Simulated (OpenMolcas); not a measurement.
# Multiconfigurational calculation: Kr⁴⁺ (part 2 of 2)

Continued. System: Kr⁴⁺. Method: state-averaged RASSCF, active space 4 electrons in the shells 4s 4p 4d; RAS3 4d with at most 2 electrons, basis ANO-R2, X2C scalar Hamiltonian, spin-orbit coupling by RASSI with atomic mean-field integrals (OpenMolcas).

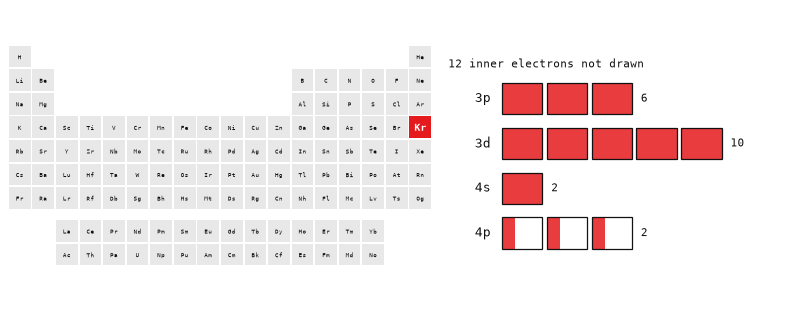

Left, the place of krypton in the periodic table; right, the outer shells of the leading configuration of the lowest level: a box for each of the 2l + 1 orbitals, shaded by the share of the shell that is filled, with the electron count at the right.

## Output (extracts), continued
```
--- RASSCF ---
Wave function specifications:
      -----------------------------

      Number of closed shell electrons          28
      Number of electrons in active shells       4
      Max number of holes in RAS1 space          0
      Max nr of electrons in RAS3 space          2
      Number of inactive orbitals               14
      Number of active orbitals                  9
      Number of secondary orbitals              48
      Spin quantum number                      0.0
      State symmetry                             2
Orbital specifications:
      -----------------------

      Symmetry species                           1   2
                                                ag  au
      Frozen orbitals                            0   0
      Inactive orbitals                          8   6
      Active orbitals                            6   3
      RAS1 orbitals                              0   0
      RAS2 orbitals                              1   3
      RAS3 orbitals                              5   0
      Secondary orbitals                        21  27
      Deleted orbitals                           0   0
      Number of basis functions                 35  36
      Number of CSFs                           138
      Number of root(s) required                 8
      Iter CI   SX   CI       RASSCF       Energy    max ROT     max BLB   max BLB  Level Ln srch  Step   QN
          iter iter root      energy       change     param      element    value   shift minimum  type update
 Nr of preliminary CI iterations:   1
      Total energies have been shifted. Add                -2000.00 au
        1   1   10    0  -783.08411346    0.00E+00  -3.69E-02    7  10 2 -9.29E-03*  0.00   0.00    SX    NO
        2   1    9    0  -783.08675651   -2.64E-03*  4.77E-03    4  17 1 -5.12E-03*  0.00   0.00    SX    NO
        3   1    9    0  -783.08680892   -5.24E-05*  6.77E-04    4  17 1  2.91E-03*  0.00   0.00    SX    NO
        4   1    9    0  -783.08681256   -3.63E-06* -1.33E-04    4  17 1 -1.55E-03*  0.00   0.00    SX    NO
        5   1    8    0  -783.08681333   -7.74E-07*  4.49E-05    4  17 1  8.27E-04*  0.00   0.65    QN   YES
        6   1    5    0  -783.08681363   -3.03E-07* -4.14E-06    4  13 2 -6.80E-06   0.00   1.00    QN   YES
        7   1    3    0  -783.08681363   -5.55E-11   4.71E-07    9  16 1 -7.00E-07   0.00   1.18    QN   YES
      Convergence after  7 iterations
        8   1    3    0  -783.08681363   -3.18E-12   4.71E-07    9  16 1  1.48E-07   0.00   1.18    QN   YES
      Natural orbitals and occupation numbers for root  1
      sym 1:   1.381512   0.005501   0.005087   0.083700   0.066731   0.278335
      sym 2:   0.851422   0.656021   0.671690
      Natural orbitals and occupation numbers for root  2
      sym 1:   1.381511   0.269860   0.121161   0.004331   0.006258   0.037745
      sym 2:   0.629255   0.843596   0.706283
      Natural orbitals and occupation numbers for root  3
      sym 1:   1.381510   0.007037   0.003554   0.236670   0.181095   0.011001
      sym 2:   0.761628   0.604559   0.812947
::    RASSCF root number  1 Total energy:  -2783.14845072
::    RASSCF root number  2 Total energy:  -2783.14845072
::    RASSCF root number  3 Total energy:  -2783.14845072
::    RASSCF root number  4 Total energy:  -2783.14845072
::    RASSCF root number  5 Total energy:  -2783.14845072
::    RASSCF root number  6 Total energy:  -2782.98408515
::    RASSCF root number  7 Total energy:  -2782.98408515
::    RASSCF root number  8 Total energy:  -2782.98408515
--- RASSI ---
SPIN-FREE ENERGIES:
  (Shifted by EMIN (a.u.) =      -2783.8663166309)

 SF State       Relative EMIN(au)   Rel lowest level(eV)    D:o, cm**(-1)      L_eff

     1             0.0000000000        0.0000000000              0.0000         1.0
     2             0.0000000000        0.0000000000              0.0000         1.0
     3             0.0000000000        0.0000000000              0.0000         1.0
     7             0.0683186557        1.8590453287          14994.2118         2.0
     8             0.0683186557        1.8590453287          14994.2118         2.0
     9             0.0683186557        1.8590453287          14994.2118         2.0
    10             0.0683186557        1.8590453287          14994.2118         2.0
    11             0.0683186557        1.8590453287          14994.2118         2.0
    12             0.1594691816        4.3393774935          34999.4398         0.0
    19             0.3880799377       10.5601930793          85173.7013         0.0
    20             0.5570672108       15.1585710370         122262.1207         2.0
    21             0.5570672108       15.1585710370         122262.1207         2.0
    22             0.5570672108       15.1585710370         122262.1207         2.0
    23             0.5570672108       15.1585710370         122262.1207         2.0
    24             0.5570672108       15.1585710370         122262.1207         2.0
    25             0.6408713138       17.4389968549         140654.9954         1.0
    26             0.6408713138       17.4389968549         140654.9954         1.0
    27             0.6408713138       17.4389968549         140654.9954         1.0
    29             0.7178659071       19.5341264702         157553.3553         2.0
    30             0.7178659071       19.5341264702         157553.3553         2.0
    31             0.7178659071       19.5341264702         157553.3553         2.0
    32             0.7178659071       19.5341264702         157553.3553         2.0
    33             0.7178659071       19.5341264702         157553.3553         2.0
    28             0.8526163291       23.2008722497         187127.6545         0.0
    34             0.8822314832       24.0067416467         193627.4295         1.0
    35             0.8822314832       24.0067416467         193627.4295         1.0
    36             0.8822314832       24.0067416467         193627.4295         1.0
     4             1.2232512267       33.2863616063         268472.6120         1.0
     5             1.2232512267       33.2863616063         268472.6120         1.0
     6             1.2232512267       33.2863616063         268472.6120         1.0
    15             1.2556191521       34.1671377262         275576.5505         2.0
    13             1.2556191521       34.1671377262         275576.5505         2.0
    14             1.2556191521       34.1671377262         275576.5505         2.0
    16             1.2556191521       34.1671377262         275576.5505         2.0
    17             1.2556191521       34.1671377262         275576.5505         2.0
    18             1.4219191167       38.6923902941         312075.1740         0.0
     Dipole printing threshold changed to   1.00000000E+00

++ Dipole transition strengths (spin-free states):
   -----------------------------------------------
Eigenvalues of complex Hamiltonian:
   -----------------------------------
  (Shifted by EMIN (a.u.) =      -2783.8663166309)

 SO State       Relative EMIN(au)   Rel lowest level(eV)    D:o, cm**(-1)     J-value

     1            -0.0247434143        0.0000000000              0.0000         0.0
     2            -0.0101225778        0.3978532311           3208.9027         0.6
     3            -0.0101225778        0.3978532311           3208.9027         0.8
     4            -0.0101225778        0.3978532311           3208.9027         0.9
     5             0.0067963540        0.8582408171           6922.1790         1.7
     6             0.0067963540        0.8582408171           6922.1790         2.0
     7             0.0067963540        0.8582408171           6922.1790         1.8
     8             0.0067963540        0.8582408171           6922.1790         1.1
     9             0.0067963540        0.8582408171           6922.1790         1.1
    10             0.0716301285        2.6224576991          21151.5478         1.1
    11             0.0716301285        2.6224576991          21151.5478         2.0
    12             0.0716301285        2.6224576991          21151.5478         1.4
    13             0.0716301285        2.6224576991          21151.5478         1.7
    14             0.0716301285        2.6224576991          21151.5478         1.5
    15             0.1639517836        5.1346579147          41413.8090         0.0
    16             0.3865522040       11.1919239315          90268.9542         1.0
    17             0.3865522040       11.1919239315          90268.9542         1.8
    18             0.3865522040       11.1919239315          90268.9542         2.0
    19             0.3865522040       11.1919239315          90268.9542         1.8
    20             0.3865522040       11.1919239315          90268.9542         1.0
    21             0.5533240537       15.7300171476         126871.1444         0.9
    22             0.5533240537       15.7300171476         126871.1444         0.7
    23             0.5533240537       15.7300171476         126871.1444         0.7
    24             0.5535029930       15.7348863354         126910.4171         1.8
    25             0.5535029930       15.7348863354         126910.4171         1.5
    26             0.5535029930       15.7348863354         126910.4171         1.5
    27             0.5535029930       15.7348863354         126910.4171         1.6
    28             0.5535029930       15.7348863354         126910.4171         1.4
    29             0.5576552444       15.8478748517         127821.7309         1.5
    30             0.5576552444       15.8478748517         127821.7309         2.4
    31             0.5576552444       15.8478748517         127821.7309         1.7
    32             0.5576552444       15.8478748517         127821.7309         2.7
    33             0.5576552444       15.8478748517         127821.7309         2.7
    34             0.5576552444       15.8478748517         127821.7309         2.6
    35             0.5576552444       15.8478748517         127821.7309         2.7
    36             0.6413432399       18.1251412210         146189.1229         0.0
    37             0.6423624770       18.1528760756         146412.8196         1.0
    38             0.6423624770       18.1528760756         146412.8196         0.6
    39             0.6423624770       18.1528760756         146412.8196         0.6
    40             0.6434046528       18.1812351252         146641.5507         1.8
    41             0.6434046528       18.1812351252         146641.5507         1.2
Weights of the five most important spin-orbit-free states for each spin-orbit state.

 SO State  Total energy (au)           Spin-free states, spin, and weights
 -------------------------------------------------------------------------------------------------------
    1        -0.024743       1 1.0  0.3254    3 1.0  0.3254    2 1.0  0.3254   12 0.0  0.0238   18 0.0  0.0000
    2        -0.010123       2 1.0  0.4893    3 1.0  0.4716    1 1.0  0.0391    4 1.0  0.0000    6 1.0  0.0000
    3        -0.010123       1 1.0  0.4714    3 1.0  0.3803    2 1.0  0.1483    5 1.0  0.0000    6 1.0  0.0000
    4        -0.010123       1 1.0  0.4895    2 1.0  0.3624    3 1.0  0.1481    5 1.0  0.0000    4 1.0  0.0000
    5         0.006796       3 1.0  0.4568    2 1.0  0.2843    1 1.0  0.2077    7 0.0  0.0261    8 0.0  0.0114
    6         0.006796       3 1.0  0.5894    1 1.0  0.1845    2 1.0  0.1750   10 0.0  0.0431    8 0.0  0.0054
    7         0.006796       3 1.0  0.4504    1 1.0  0.2894    2 1.0  0.2091    8 0.0  0.0193    7 0.0  0.0168
    8         0.006796       2 1.0  0.4575    1 1.0  0.4539    3 1.0  0.0374    9 0.0  0.0242   11 0.0  0.0164
    9         0.006796       2 1.0  0.4556    1 1.0  0.4459    3 1.0  0.0474   11 0.0  0.0199    9 0.0  0.0189
   10         0.071630      11 0.0  0.9489    2 1.0  0.0208    3 1.0  0.0161    1 1.0  0.0143    5 1.0  0.0000
   11         0.071630      10 0.0  0.9488    3 1.0  0.0280    1 1.0  0.0151    2 1.0  0.0081    7 0.0  0.0000
   12         0.071630       9 0.0  0.9486    2 1.0  0.0261    1 1.0  0.0244    3 1.0  0.0007    7 0.0  0.0003
```

## Spin-orbit levels, grouped by J and assigned

| Configuration | Level | E (eV) | LS purity (%) | Landé g |
| --- | --- | --- | --- | --- |
| 4s² 4p² | ³P₀ | 0 | 98 | – |
| 4s² 4p² | ³P₁ | 0.3979 | 100 | 1.501 |
| 4s² 4p² | ³P₂ | 0.8582 | 95 | 1.476 |
| 4s² 4p² | ¹D₂ | 2.622 | 95 | 1.026 |
| 4s² 4p² | ¹S₀ | 5.135 | 98 | – |
| 4s 4p³ | ⁵S°₂ | 11.19 | 99 | 1.999 |
| 4s 4p³ | ³D°₁ | 15.73 | 98 | 0.521 |
| 4s 4p³ | ³D°₂ | 15.73 | 96 | 1.179 |
| 4s 4p³ | ³D°₃ | 15.85 | 100 | 1.334 |
| 4s 4p³ | ³P°₀ | 18.13 | 100 | – |
| 4s 4p³ | ³P°₁ | 18.15 | 98 | 1.482 |
| 4s 4p³ | ³P°₂ | 18.18 | 93 | 1.479 |
| 4s 4p³ | ¹D°₂ | 20.26 | 97 | 1.013 |

## Summary

- outcome: converged
- lowest level: 4s² 4p² ³P₀
- first excited level: 4s² 4p² ³P₁, 3,209 cm⁻¹ (measured: 3,743)
- energy of the lowest spin-free term: −2783.86632 hartree
- energy of the lowest spin-orbit level: −2783.89106 hartree
- largest spread among components of a term: 0.0 cm⁻¹
- hardware: 1 CPU thread, shared host
- wall time: 28 s

## Notes

Without dynamic correlation the gaps between configurations can be off by an electronvolt or more. To bear in mind: extra active shells serve correlation only, their own levels not computed; only configurations of the active space are included.
